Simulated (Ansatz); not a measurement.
**AlBrFHO: an energy map over bond length O1–Al2 and bond length Al2–Br4**

How does the energy of AlBrFHO, SMILES [OH][Al]([F])[Br] change over two coordinates at once? A grid of runs gives the map.

Computed with Ansatz 0.2.0. Level: RKS CAM-B3LYP-D4/def2-TZVP.

### 1 Where the work starts

SMILES `[OH][Al]([F])[Br]`, 5 atoms, charge 0, spin multiplicity 1.

Atoms are counted from 1 here; the program's logs count them from 0.

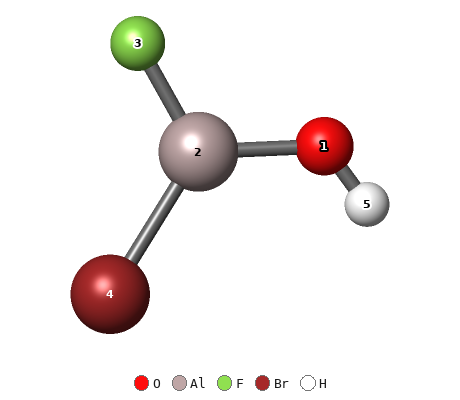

The starting geometry (colours as in the key); atoms are numbered from 1 in the order of the file.

Coordinates:

```mol
AlBrFHO
  3D, bonds by distance, orders not assigned

  5  4  0  0  0  0  0  0  0  0999 V2000
    0.4679    1.2148   -0.0318 O   0  0
   -0.0596   -0.3760    0.2586 Al  0  0
    0.0964   -0.9515    1.8147 F   0  0
   -0.9395   -1.7289   -1.3086 Br  0  0
    0.4230    1.6507   -0.8964 H   0  0
  1  2  8  0
  1  5  8  0
  2  3  8  0
  2  4  8  0
M  END
```

This geometry comes from a loose relaxation at PBE in a small basis, which is not shown.

### 2 Geometry optimisation

Contents of input.yaml:

```yaml
crystal:
  periodic: [false, false, false]
  atoms:
    - { symbol: O, position_ang: [0.467933, 1.214819, -0.031789] }
    - { symbol: Al, position_ang: [-0.059606, -0.376007, 0.258572] }
    - { symbol: F, position_ang: [0.096352, -0.95149, 1.814727] }
    - { symbol: Br, position_ang: [-0.939458, -1.728869, -1.308598] }
    - { symbol: H, position_ang: [0.422978, 1.650737, -0.896393] }
basis:
  gaussian: { orbitals: def2-TZVP }
hamiltonian:
  xc: { name: CAM-B3LYP }
  dispersion: d4
output:
  forces: true
relax:
  f_tol: 0.003
  max_steps: 120
```

The run is started by

```bash
$ ansatz run input.yaml --threads 1 --pin off --max-ram 2560MiB --backend cpu --events-out ev --progress --plain --runs-dir out
```

The program printed, shortened:

```text
Warning: RAYON_NUM_THREADS=1 ignored (pool sized by the plan → 1); use --threads N
[...]
Functional definition: CAM-B3LYP
[...]
1023 factors; their error is unknown
257 factors; integrals over basis functions are off by at most 9.3e-6 eV
[...]
mean field -81433.84211345 eV, -2992.6384998285 hartree, gradient 3.3e-5 eV, S^2 0.000000; 0 other end points of the search recorded, 0 dependent functions left out
[...]
reference -81433.84222497 eV, -2992.6385039270 hartree; 33, 33 occupied and 120, 120 virtual orbitals, 1023 factors
relax step   1: F+E_penalty+E_count = -81433.93116324 eV  Δ(F+E_penalty+E_count) = +0.000e0 eV  max|allowed force component| = 9.278e-1 eV/Å  Δτ_max = 0.0000 Å  (27 SCF iters, accepted)
[...]
relax step   6: F+E_penalty+E_count = -81433.97019637 eV  Δ(F+E_penalty+E_count) = -5.190e-5 eV  max|allowed force component| = 3.919e-3 eV/Å  Δτ_max = 0.0042 Å  (34 SCF iters, accepted)
[...]
relax step   7: F+E_penalty+E_count = -81433.97019682 eV  Δ(F+E_penalty+E_count) = -4.431e-7 eV  max|allowed force component| = 2.138e-4 eV/Å  Δτ_max = 0.0003 Å  (34 SCF iters, accepted)
1023 factors; their error is unknown
257 factors; integrals over basis functions are off by at most 9.1e-6 eV
[...]
mean field -81433.88025054 eV, -2992.6399013406 hartree, gradient 1.3e-5 eV, S^2 0.000000; 1 other end points of the search recorded, 0 dependent functions left out
[...]
reference -81433.88036167 eV, -2992.6399054247 hartree; 33, 33 occupied and 120, 120 virtual orbitals, 1023 factors
Total energy: -81433.97030795 eV, -2992.6432108895 hartree
Atom 0 at     0.455013     1.189113    -0.041184 Å, force     0.000007     0.000119    -0.000214 eV/Å
Atom 1 at    -0.055110    -0.370794     0.268080 Å, force    -0.000016    -0.000070     0.000055 eV/Å
Atom 2 at     0.094411    -0.941820     1.790532 Å, force     0.000008     0.000022     0.000013 eV/Å
Atom 3 at    -0.925699    -1.700974    -1.293737 Å, force     0.000002     0.000022    -0.000036 eV/Å
Atom 4 at     0.419584     1.633665    -0.887171 Å, force    -0.000002    -0.000093     0.000181 eV/Å
Dipole moment:    -0.005281     0.223908    -0.373432 e Å
```

Wall time 66 s (1 thread of Arm Neoverse V2, shared host); peak memory 0.38 GiB.

Step by step:

```csv
step,energy from step 1 (eV),largest force component (eV/Å)
1,0.0000,0.9278
2,-0.0286,0.5492
3,-0.0381,0.0566
4,-0.0382,0.0507
5,-0.0390,0.0327
6,-0.0390,0.0039
7,-0.0390,0.0002
```

Close pairs (by a distance rule), those that changed most:

```csv
bond,before (Å),after (Å),change (Å)
Al2–F3,1.666,1.633,-0.034
O1–Al2,1.701,1.670,-0.031
Al2–Br4,2.250,2.229,-0.021
O1–H5,0.969,0.956,-0.013
```

### 3 The grid

First coordinate, bond length O1–Al2: 13 values from 1.369 to 2.505 Å. Second coordinate, bond length Al2–Br4: 13 values from 1.872 to 2.897 Å.

Nothing else is relaxed (all other coordinates rigid). Energies count from the relaxed molecule at the same level. Points are written as (first, second).

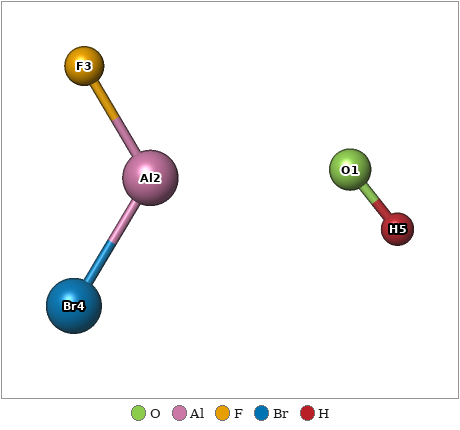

The geometry at (2.505 Å, 1.872 Å).

Of the runs on the grid, 3 are shown in the steps below; the others differ only in the two coordinates.

### 4 The run at (2.505 Å, 1.872 Å)

Contents of input.yaml:

```yaml
crystal:
  periodic: [false, false, false]
  atoms:
    - { symbol: O, position_ang: [0.455013, 1.189113, -0.041184] }
    - { symbol: Al, position_ang: [-0.310132, -1.150631, 0.422689] }
    - { symbol: F, position_ang: [-0.160611, -1.721656, 1.945141] }
    - { symbol: Br, position_ang: [-1.041424, -2.267976, -0.889232] }
    - { symbol: H, position_ang: [0.419584, 1.633665, -0.887171] }
basis:
  gaussian: { orbitals: def2-TZVP }
hamiltonian:
  xc: { name: CAM-B3LYP }
  dispersion: d4
output:
  forces: true
```

The run is started by

```bash
$ ansatz run input.yaml --threads 1 --pin off --max-ram 2560MiB --backend cpu --events-out ev --progress --plain --runs-dir out
```

The program printed, shortened:

```text
Warning: RAYON_NUM_THREADS=1 ignored (pool sized by the plan → 1); use --threads N
[...]
Functional definition: CAM-B3LYP
[...]
1023 factors; their error is unknown
211 factors; integrals over basis functions are off by at most 2.0e-5 eV
[...]
mean field -81429.10608641 eV, -2992.4644540451 hartree, gradient 4.9e-5 eV, S^2 0.000000; 0 other end points of the search recorded, 0 dependent functions left out
[...]
reference -81429.10620141 eV, -2992.4644582712 hartree; 33, 33 occupied and 120, 120 virtual orbitals, 1023 factors
Total energy: -81429.19802826 eV, -2992.4678328459 hartree
Atom 0 at     0.455013     1.189113    -0.041184 Å, force    -0.801519    -3.251076     1.741235 eV/Å
Atom 1 at    -0.310132    -1.150631     0.422689 Å, force     5.132596     9.562778     6.508385 eV/Å
Atom 2 at    -0.160611    -1.721656     1.945141 Å, force     0.181215     0.463112     0.032945 eV/Å
Atom 3 at    -1.041424    -2.267976    -0.889232 Å, force    -4.179928    -6.247867    -7.716233 eV/Å
Atom 4 at     0.419584     1.633665    -0.887171 Å, force    -0.332364    -0.526947    -0.566331 eV/Å
Dipole moment:    -0.334145    -0.609955    -0.443522 e Å
```

It took 7.3 s on 1 thread of Arm Neoverse V2, shared host; peak memory 0.35 GiB.

Energy on the map's scale: 460 kJ/mol.

### 5 Point (1.653 Å, 2.214 Å)

Contents of input.yaml:

```yaml
crystal:
  periodic: [false, false, false]
  atoms:
    - { symbol: O, position_ang: [0.455013, 1.189113, -0.041184] }
    - { symbol: Al, position_ang: [-0.049891, -0.354837, 0.264916] }
    - { symbol: F, position_ang: [0.09963, -0.925863, 1.787368] }
    - { symbol: Br, position_ang: [-0.914785, -1.676314, -1.286682] }
    - { symbol: H, position_ang: [0.419584, 1.633665, -0.887171] }
basis:
  gaussian: { orbitals: def2-TZVP }
hamiltonian:
  xc: { name: CAM-B3LYP }
  dispersion: d4
output:
  forces: true
```

The run is started by

```bash
$ ansatz run input.yaml --threads 1 --pin off --max-ram 2560MiB --backend cpu --events-out ev --progress --plain --runs-dir out
```

The program printed, shortened:

```text
Warning: RAYON_NUM_THREADS=1 ignored (pool sized by the plan → 1); use --threads N
[...]
Functional definition: CAM-B3LYP
[...]
1023 factors; their error is unknown
211 factors; integrals over basis functions are off by at most 2.4e-5 eV
[...]
mean field -81433.87341680 eV, -2992.6396502056 hartree, gradient 3.2e-5 eV, S^2 0.000000; 0 other end points of the search recorded, 0 dependent functions left out
[...]
reference -81433.87352766 eV, -2992.6396542796 hartree; 33, 33 occupied and 120, 120 virtual orbitals, 1023 factors
Total energy: -81433.96377312 eV, -2992.6429707391 hartree
Atom 0 at     0.455013     1.189113    -0.041184 Å, force     0.155251     0.506707    -0.144330 eV/Å
Atom 1 at    -0.049891    -0.354837     0.264916 Å, force    -0.079026    -0.380223     0.265306 eV/Å
Atom 2 at     0.099630    -0.925863     1.787368 Å, force     0.001085    -0.011446     0.022514 eV/Å
Atom 3 at    -0.914785    -1.676314    -1.286682 Å, force    -0.092223    -0.142754    -0.162558 eV/Å
Atom 4 at     0.419584     1.633665    -0.887171 Å, force     0.014913     0.027716     0.019068 eV/Å
Dipole moment:    -0.005159     0.230000    -0.382478 e Å
```

Run time: 7.4 s. Hardware: 1 thread of Arm Neoverse V2, shared host; peak memory 0.36 GiB.

On the map this point reads 0.6 kJ/mol.

### 6 Point (1.937 Å, 2.897 Å)

Contents of input.yaml:

```yaml
crystal:
  periodic: [false, false, false]
  atoms:
    - { symbol: O, position_ang: [0.455013, 1.189113, -0.041184] }
    - { symbol: Al, position_ang: [-0.136638, -0.620102, 0.317507] }
    - { symbol: F, position_ang: [0.012883, -1.191128, 1.839959] }
    - { symbol: Br, position_ang: [-1.268344, -2.349242, -1.712745] }
    - { symbol: H, position_ang: [0.419584, 1.633665, -0.887171] }
basis:
  gaussian: { orbitals: def2-TZVP }
hamiltonian:
  xc: { name: CAM-B3LYP }
  dispersion: d4
output:
  forces: true
```

The run is started by

```bash
$ ansatz run input.yaml --threads 1 --pin off --max-ram 2560MiB --backend cpu --events-out ev --progress --plain --runs-dir out
```

The program printed, shortened:

```text
Warning: RAYON_NUM_THREADS=1 ignored (pool sized by the plan → 1); use --threads N
[...]
Functional definition: CAM-B3LYP
[...]
1023 factors; their error is unknown
211 factors; integrals over basis functions are off by at most 4.0e-5 eV
[...]
mean field -81431.58063832 eV, -2992.5553921506 hartree, gradient 5.0e-5 eV, S^2 0.000000; 0 other end points of the search recorded, 0 dependent functions left out
[...]
reference -81431.58075447 eV, -2992.5553964190 hartree; 33, 33 occupied and 120, 120 virtual orbitals, 1023 factors
Total energy: -81431.66346210 eV, -2992.5584358682 hartree
Atom 0 at     0.455013     1.189113    -0.041184 Å, force    -1.159177    -3.938744     1.321028 eV/Å
Atom 1 at    -0.136638    -0.620102     0.317507 Å, force     0.242571     2.314826    -2.614870 eV/Å
Atom 2 at     0.012883    -1.191128     1.839959 Å, force    -0.073954     0.101178    -0.468651 eV/Å
Atom 3 at    -1.268344    -2.349242    -1.712745 Å, force     1.186867     1.825557     2.110168 eV/Å
Atom 4 at     0.419584     1.633665    -0.887171 Å, force    -0.196307    -0.302817    -0.347675 eV/Å
Dipole moment:     0.133249     0.357974    -0.003180 e Å
```

It took 7.2 s on 1 thread of Arm Neoverse V2, shared host; peak memory 0.35 GiB.

That is 223 kJ/mol from the zero.

### 7 The map

169 points were computed. Energies in kJ/mol, from the relaxed molecule at the same level:

| bond length Al2–Br4 (Å) ↓, bond length O1–Al2 (Å) → | 1.369 | 1.464 | 1.559 | 1.653 | 1.748 | 1.843 | 1.937 | 2.032 | 2.127 | 2.221 | 2.316 | 2.410 | 2.505 |
| --- | --- | --- | --- | --- | --- | --- | --- | --- | --- | --- | --- | --- | --- |
| 2.897 | 380 | 233 | 165 | 145 | 156 | 184 | 223 | 266 | 312 | 357 | 401 | 442 | 481 |
| 2.812 | 357 | 209 | 141 | 121 | 131 | 160 | 198 | 241 | 287 | 332 | 376 | 417 | 456 |
| 2.726 | 333 | 185 | 116 | 97 | 107 | 135 | 172 | 216 | 261 | 306 | 350 | 392 | 431 |
| 2.641 | 311 | 163 | 93 | 73 | 83 | 111 | 148 | 191 | 237 | 282 | 326 | 367 | 407 |
| 2.555 | 290 | 141 | 71 | 51 | 60 | 87 | 125 | 168 | 213 | 258 | 302 | 343 | 383 |
| 2.470 | 271 | 122 | 52 | 31 | 40 | 67 | 104 | 147 | 192 | 236 | 280 | 322 | 361 |
| 2.385 | 256 | 107 | 36 | 15 | 23 | 50 | 87 | 129 | 174 | 218 | 262 | 303 | 343 |
| 2.299 | 247 | 97 | 26 | 4 | 12 | 38 | 74 | 117 | 161 | 205 | 249 | 290 | 330 |
| 2.214 | 246 | 95 | 23 | 1 | 8 | 34 | 70 | 112 | 156 | 200 | 243 | 284 | 324 |
| 2.128 | 257 | 105 | 32 | 9 | 16 | 41 | 77 | 118 | 162 | 205 | 248 | 289 | 329 |
| 2.043 | 283 | 130 | 57 | 33 | 39 | 63 | 98 | 139 | 183 | 226 | 269 | 309 | 349 |
| 1.957 | 331 | 178 | 103 | 78 | 84 | 108 | 142 | 183 | 225 | 268 | 311 | 351 | 390 |
| 1.872 | 409 | 254 | 179 | 153 | 158 | 181 | 215 | 255 | 297 | 339 | 382 | 422 | 460 |

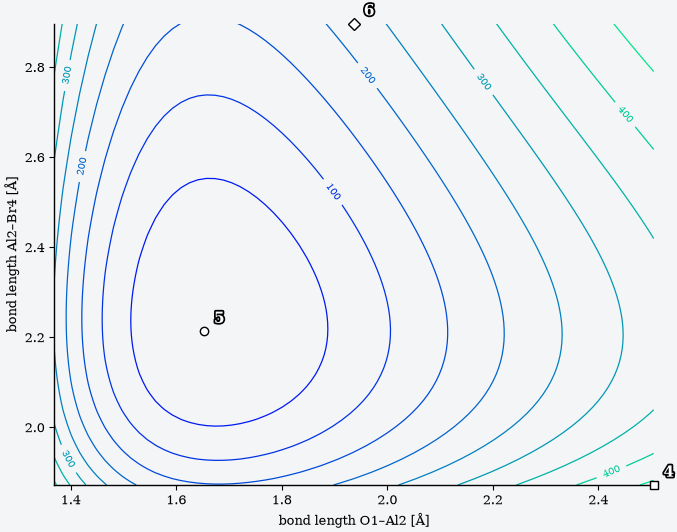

The map; numbers mark the steps of this session that print a point's run. In the figure: contour lines labelled in kJ/mol. Between grid points the surface is interpolated.

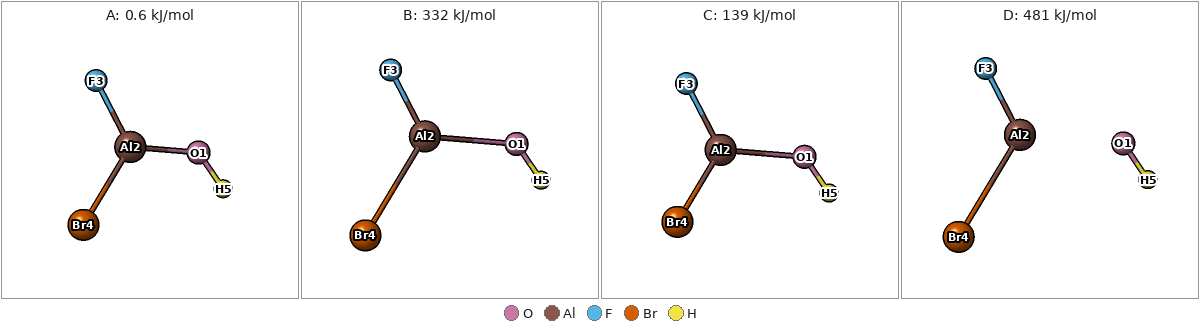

Structures on the grid, at one scale: A at (1.653 Å, 2.214 Å); B at (2.221 Å, 2.812 Å); C at (2.032 Å, 2.043 Å); D at (2.505 Å, 2.897 Å).

The dipole moment (D) at each point:

| bond length Al2–Br4 (Å) ↓, bond length O1–Al2 (Å) → | 1.369 | 1.464 | 1.559 | 1.653 | 1.748 | 1.843 | 1.937 | 2.032 | 2.127 | 2.221 | 2.316 | 2.410 | 2.505 |
| --- | --- | --- | --- | --- | --- | --- | --- | --- | --- | --- | --- | --- | --- |
| 2.897 | 3.99 | 3.67 | 3.32 | 2.96 | 2.58 | 2.20 | 1.83 | 1.47 | 1.13 | 0.81 | 0.52 | 0.27 | 0.10 |
| 2.812 | 3.76 | 3.44 | 3.09 | 2.74 | 2.36 | 1.99 | 1.62 | 1.25 | 0.91 | 0.59 | 0.30 | 0.11 | 0.25 |
| 2.726 | 3.54 | 3.23 | 2.89 | 2.53 | 2.16 | 1.79 | 1.43 | 1.08 | 0.75 | 0.48 | 0.33 | 0.39 | 0.57 |
| 2.641 | 3.35 | 3.04 | 2.70 | 2.36 | 2.00 | 1.64 | 1.30 | 0.98 | 0.71 | 0.56 | 0.58 | 0.72 | 0.90 |
| 2.555 | 3.18 | 2.88 | 2.55 | 2.22 | 1.87 | 1.54 | 1.23 | 0.98 | 0.82 | 0.79 | 0.89 | 1.05 | 1.24 |
| 2.470 | 3.05 | 2.75 | 2.44 | 2.12 | 1.80 | 1.51 | 1.26 | 1.09 | 1.03 | 1.08 | 1.22 | 1.40 | 1.59 |
| 2.385 | 2.94 | 2.67 | 2.37 | 2.08 | 1.80 | 1.55 | 1.37 | 1.28 | 1.29 | 1.39 | 1.55 | 1.74 | 1.94 |
| 2.299 | 2.88 | 2.62 | 2.35 | 2.09 | 1.85 | 1.66 | 1.54 | 1.51 | 1.58 | 1.71 | 1.89 | 2.09 | 2.30 |
| 2.214 | 2.85 | 2.61 | 2.37 | 2.14 | 1.95 | 1.82 | 1.76 | 1.78 | 1.88 | 2.03 | 2.22 | 2.43 | 2.65 |
| 2.128 | 2.86 | 2.65 | 2.43 | 2.24 | 2.10 | 2.01 | 2.00 | 2.06 | 2.18 | 2.35 | 2.56 | 2.77 | 3.00 |
| 2.043 | 2.91 | 2.71 | 2.53 | 2.38 | 2.27 | 2.22 | 2.24 | 2.33 | 2.48 | 2.66 | 2.88 | 3.10 | 3.33 |
| 1.957 | 2.97 | 2.80 | 2.65 | 2.53 | 2.46 | 2.44 | 2.49 | 2.60 | 2.77 | 2.96 | 3.19 | 3.42 | 3.66 |
| 1.872 | 3.06 | 2.91 | 2.78 | 2.69 | 2.64 | 2.66 | 2.73 | 2.86 | 3.04 | 3.24 | 3.47 | 3.71 | 3.96 |

On the same grid, largest force on an atom (eV/Å):

```
bond length Al2–Br4 (Å) ↓, bond length O1–Al2 (Å) →  1.369  1.464  1.559  1.653  1.748  1.843  1.937  2.032  2.127  2.221  2.316  2.410  2.505
                                              2.897   23.1   12.5    6.1    3.0    3.0    3.6    4.3    4.6    4.7    4.6    4.4    4.1    3.8
                                              2.812   23.2   12.6    6.1    3.0    3.0    3.6    4.3    4.6    4.7    4.6    4.4    4.1    3.8
                                              2.726   23.2   12.6    6.1    2.9    3.0    3.6    4.3    4.6    4.6    4.6    4.4    4.1    3.9
                                              2.641   23.1   12.6    6.1    2.8    2.8    3.5    4.2    4.6    4.6    4.5    4.4    4.1    3.9
                                              2.555   23.0   12.5    6.0    2.6    2.6    3.5    4.2    4.5    4.6    4.5    4.4    4.1    3.9
                                              2.470   22.9   12.3    5.8    2.2    2.3    3.5    4.2    4.5    4.6    4.5    4.3    4.1    3.9
                                              2.385   22.6   12.0    5.5    1.8    2.0    3.4    4.1    4.5    4.6    4.5    4.3    4.1    3.9
                                              2.299   22.2   11.6    5.0    1.2    2.0    3.4    4.1    4.5    4.5    4.5    4.3    4.1    3.9
                                              2.214   21.7   11.1    4.5    0.5    2.0    3.4    4.1    4.4    4.5    4.4    4.3    4.1    3.9
                                              2.128   21.7   11.2    4.6    1.8    3.1    4.4    5.0    5.3    5.4    5.2    5.0    4.8    4.5
                                              2.043   21.8   11.3    4.7    4.1    5.0    6.1    6.7    6.9    7.0    6.8    6.6    6.4    6.1
                                              1.957   21.9   11.4    7.3    7.2    7.8    8.8    9.3    9.5    9.5    9.4    9.2    9.0    8.8
                                              1.872   22.0   11.6   11.5   11.4   11.7   12.6   13.1   13.3   13.3   13.2   13.1   12.9   12.7
```

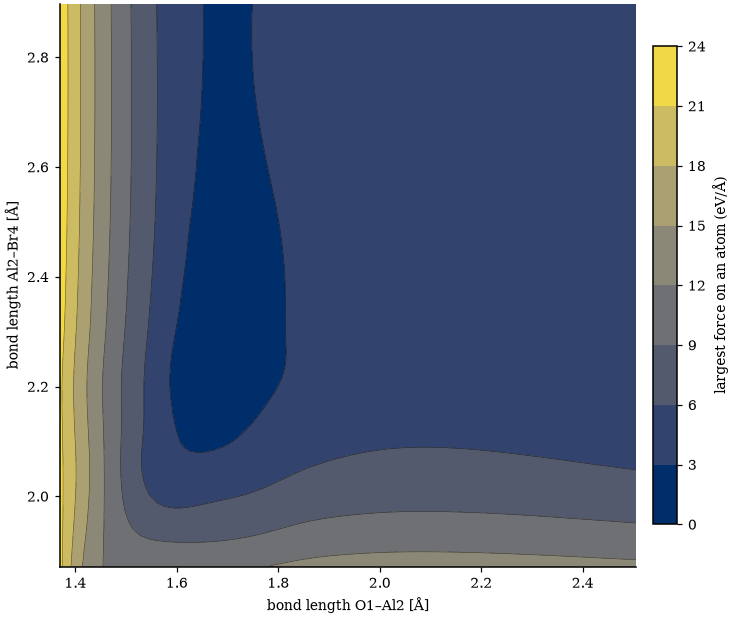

The largest force on an atom over the grid. In the figure: filled contours.

### 8 Results

```
                       quantity                                                                               value
                   lowest point                                                      (1.653 Å, 2.214 Å), 0.6 kJ/mol
         highest computed point                                     (2.505 Å, 2.897 Å), 480 kJ/mol above the lowest
              dipole moment (D)  0.10 at (2.505 Å, 2.897 Å) to 3.99 at (1.369 Å, 2.897 Å); 2.14 at the lowest point
largest force on an atom (eV/Å)    0.5 at (1.653 Å, 2.214 Å) to 23.2 at (1.369 Å, 2.726 Å); 0.5 at the lowest point
        time for the whole task                                                     22 min on 1 thread, shared host
```

The lowest computed point is at (1.653 Å, 2.214 Å), 0.6 kJ/mol from the relaxed molecule at the same level. No other kind of well shows on this grid. The highest computed point, (2.505 Å, 2.897 Å), lies 480 kJ/mol above the lowest. Round the minimum the two coordinates are nearly uncoupled.
